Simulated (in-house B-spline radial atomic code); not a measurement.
K⁺: RPA and GW calculation

- system: K⁺, configuration [Ne] 3s2 3p6.
- method: RPA, second-order and SOSEX correlation energies and G0W0 (contour deformation) on a scalar-relativistic (spin-free one-electron X2C) mean field, all electrons, B-spline basis (in-house B-spline radial atomic code)

The input:
```
Z = 19
electrons = 18.0
configuration = [Ne] 3s2 3p6
hamiltonian = x2c
method = lda,vwn
lmax = 9
rms_radius = 3.4349
spin_polarised = False
box_radius = 23.78
intervals = 71
```

The run was one of a batch that the task file lists, launched with:
```bash
python <driver script> task.json out
```

The program writes its results to a structured record and prints no log; tables and figures of this report are taken from that record.

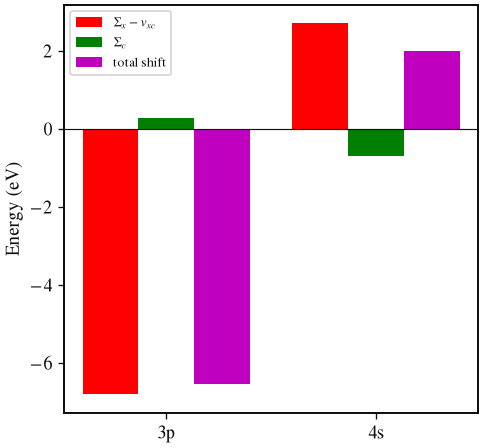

*Parts of the G₀W₀ correction to each level for K⁺ ([Ne] 3s² 3p⁶). All-electron spherical atom, scalar X2C, LDA VWN5 start, no spin-orbit coupling, Breit or QED terms; computed with a B-spline radial code. The quasi-particle equation is solved at full frequency; levels of low quasi-particle weight Z are left out. Σ columns are in eV, and Σc holds an estimate for the angular momenta beyond the basis.*

G₀W₀ moves the highest occupied level, 3p, from −24.97 to −31.51 eV (renormalisation factor Z = 0.90). The empty level 4s goes from −6.12 to −4.12 eV.

| Level | Mean field (eV) | Σx − vxc (eV) | Σc (eV) | Z | G₀W₀ (eV) |
| --- | --- | --- | --- | --- | --- |
| 3p | −24.97 | −6.81 | 0.28 | 0.90 | −31.51 |
| 4s | −6.12 | 2.70 | −0.70 | 0.98 | −4.12 |

Results in brief:

- outcome: converged
- mean-field total energy: −600.32697 hartree
- total energy with exact exchange alone: −601.29640 hartree
- exact exchange energy: −32.69547 hartree
- RPA correlation, extrapolated in the angular momentum of the empty orbitals: −1.14341 hartree
- RPA correlation, as summed: −1.13626 hartree
- direct second-order term: −1.34091 hartree
- second-order exchange term: 0.45160 hartree
- SOSEX term: 0.40467 hartree
- hardware: 1 CPU thread, shared host
- wall time: 2.3 s

Remarks:

Limits: spin-orbit coupling, Breit and QED terms are absent.
